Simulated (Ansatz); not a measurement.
```yaml
atoms:
  - { symbol: Al, position_ang: [0.0367, -0.7152, -0.0794] }
  - { symbol: H, position_ang: [0.1830, 0.5409, 1.9364] }
  - { symbol: F, position_ang: [1.4428, 0.1877, -0.0502] }
  - { symbol: H, position_ang: [-1.2976, -0.0729, -0.6039] }
  - { symbol: N, position_ang: [0.1532, -2.4286, 0.3172] }
  - { symbol: H, position_ang: [-0.6117, -3.0885, 0.2437] }
  - { symbol: H, position_ang: [0.9917, -2.9100, 0.6194] }
  - { symbol: H, position_ang: [-0.4176, 0.1406, 2.1745] }
```

Level of theory: Ansatz 0.2.0, RKS r2SCANh/def2-SVP.

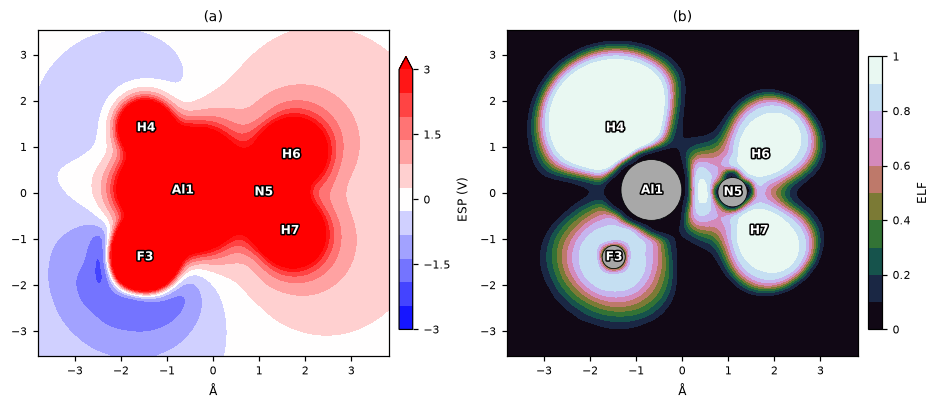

AlFH3N···H2. (a) molecular electrostatic potential; (b) electron localisation function on the plane of atoms F3, Al1 and N5. Grey discs cover the atomic cores in the ELF map.

> Interpret the plot.

The section cuts through Al, F, H and N sites. Al–F (1.67 Å): the ELF peaks at about 0.85 in the valence shell of F, 0.6 Å from its nucleus, and is about 0.25 at the midpoint. Al–N (1.76 Å): the ELF peaks at about 0.90 in the valence shell of N, 0.7 Å from its nucleus, and is about 0.50 at the midpoint. N–H (1.01 Å): the ELF climbs to about 1 towards the hydrogen, as it does in any bond to H (a covalent bond by its length). Al–H (1.57 Å): the ELF climbs to about 1 towards the hydrogen. The ELF also peaks beside F3, away from the bonds: lone-pair regions. Outside the dense part of the complex the potential is most negative (−2.0 V) near F3.
